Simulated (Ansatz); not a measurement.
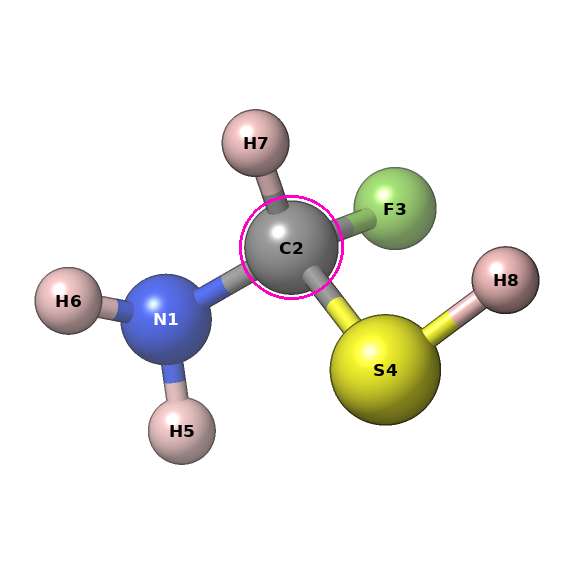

Distant atoms are faded towards the background colour. Circles mark the stereogenic atoms. Computed geometry: PBE0-D4/def2-TZVP optimisation.

Question: Assign CIP descriptors.

Answer: C2: R (priorities S4 > F3 > N1 > H7).

Question: Give a SMILES with the stereochemistry.

Answer: N[C@H](F)S
